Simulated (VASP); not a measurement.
Band structure of SnO (litharge). Calculation: PW91 GGA, VASP's PBE PAW potentials (set 64) (plane waves; VASP).

Without a dispersion term in the relaxation, distances and binding between the weakly bound layers, chains or molecules are unreliable, and so is what depends on them. Unless said otherwise, spin-orbit coupling is left out, though it shifts the bands of the heavy elements here.

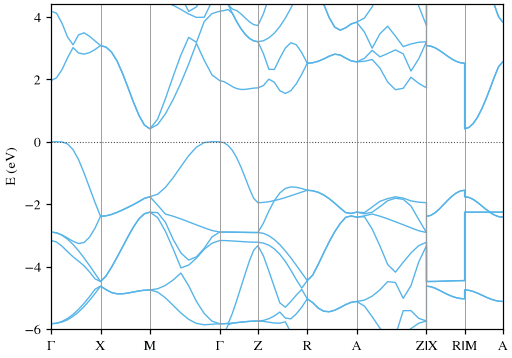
Figure. Bands along high-symmetry lines, zero at the valence-band maximum or, without a gap, the Fermi level

Question: Read the plot: is there a gap, and where are the band edges?

Answer: The gap is indirect, 0.41 eV, from the valence maximum at M-Γ at 0.89 to the conduction minimum at M. (Edges off the drawn lines would not show.)

Measured: gap 0.70 eV (computed value off by -0.29 eV), as given by David Waroquiers et al., Physical Review B (2013), arXiv:1302.6756.

The compound is SnO in the litharge structure. It was relaxed first, which changed the volume by +7 %.
